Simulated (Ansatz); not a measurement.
# Molecular dynamics, with input and output: B$_{2}$SiH$_{5}$

B$_{2}$SiH$_{5}$, multiplicity 2, SMILES B[SiH]B, set up with UKS PBE/6-31G (Ansatz 0.2.0).

One setting was made poor on purpose. It belongs to a series of runs on one base structure; here: an input spoilt on purpose.

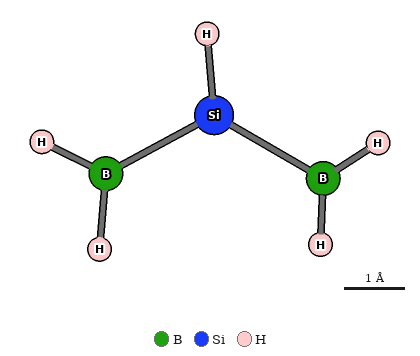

Fig. 1: The structure as given in the input (ball-and-stick view, seen on its broad side).

## Input file
```yaml
crystal:
  periodic: [false, false, false]
  atoms:
    - { symbol: B, position_ang: [-1.156562, 0.804782, -1.246133] }
    - { symbol: Si, position_ang: [-0.03342, 0.448651, 0.535287] }
    - { symbol: B, position_ang: [1.18858, -1.217744, 0.680044] }
    - { symbol: H, position_ang: [-1.538858, -0.179148, -1.753281] }
    - { symbol: H, position_ang: [-1.304322, 1.958266, -1.599978] }
    - { symbol: H, position_ang: [0.722089, 1.649945, 1.11668] }
    - { symbol: H, position_ang: [2.007566, -1.404112, 1.538139] }
    - { symbol: H, position_ang: [1.201303, -2.16262, -0.184682] }
magnetization:
  spin_polarized: true
  initial_magnetization: 1
basis:
  gaussian: { orbitals: "6-31G" }
hamiltonian:
  xc: pbe
md:
  timestep: -0.5
  n_steps: 25
  ensemble: nve
  temperature: 700.0
  initial_velocities: maxwell_boltzmann
  seed: 904486
```

Run on 1 thread of Arm Neoverse N1, 24 GiB of memory available, shared host.

Launch command:
```bash
ansatz run input.yaml --threads 1 --pin off --max-ram 2048MiB --backend cpu --events-out ev --progress --plain --runs-dir out
```

## Log
```
Error: invalid value for `md.timestep`: must be finite and > 0; got -0.5 fs
```

## What the run reported

| quantity | value |
| --- | --- |
| outcome | refused by the program |

## What went wrong

The program refused the input: “invalid value for `md.timestep`: must be finite and > 0; got -0.5 fs” A deliberately poor setting: bad input.
